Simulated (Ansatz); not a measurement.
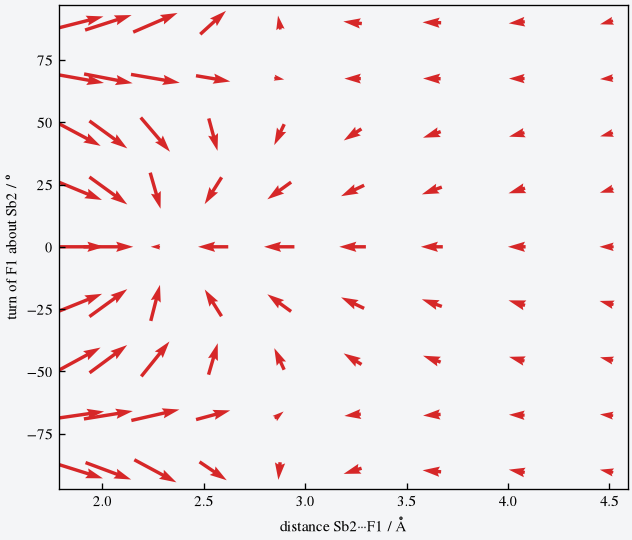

FH₃Sb, charge −1. The turn is about an axis along (0.83, −0.52, 0.20) in the frame of the relaxed pair, normal to the line between the partners. First axis: distance Sb2···F1. Second axis: turn of F1 about Sb2. The scan uses a 9 × 9 grid; 45 points were computed and 36 follow by symmetry. Points are written as (first, second). Method: RKS wB97X-V/def2-SVPD (Ansatz 0.2.0).

In the figure: arrows along the force (downhill), their lengths compressed.

The arrows alone are given. Where is the energy lowest?

Answer. The arrows converge at about (2.238 Å, 0°) (read from the interpolated surface).

The energy map of the same scan:

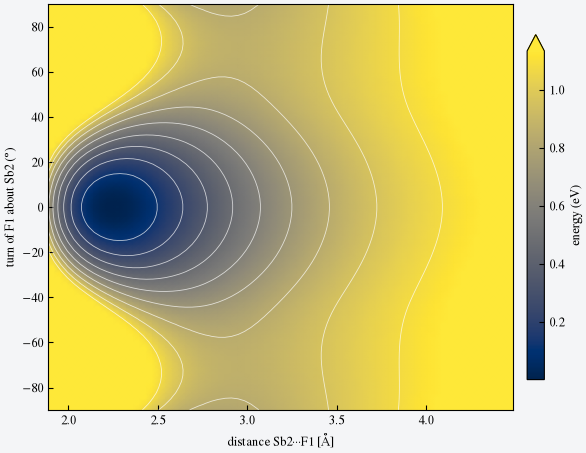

Energies are in eV, from the lowest grid point; between grid points the surface is interpolated.
